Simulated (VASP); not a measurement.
Band structure of CsBr (CsCl type). Method: vdW-DF2, VASP's PBE PAW potentials (set 64) (plane waves; VASP).

Unless said otherwise, spin-orbit coupling is left out, though it shifts the bands of the heavy elements here.

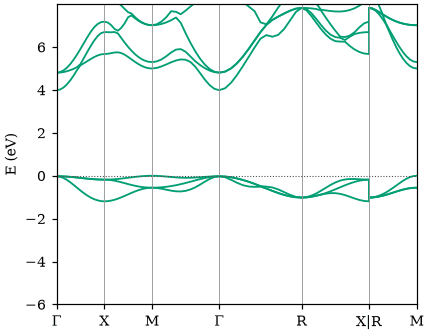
Figure: Bands along high-symmetry lines, zero at the valence-band maximum or, without a gap, the Fermi level

Read the plot: is there a gap, and where are the band edges?

The gap is indirect, 3.99 eV, from the valence maximum at M to the conduction minimum at Γ. (Edges off the drawn lines would not show.)

Measured: gap 7.30 eV (computed value off by -3.31 eV), as given by Aguado et al., (1998), arXiv:cond-mat/9809176.

The compound is CsBr in the CsCl type structure. It was relaxed first, which changed the volume by +9 %.
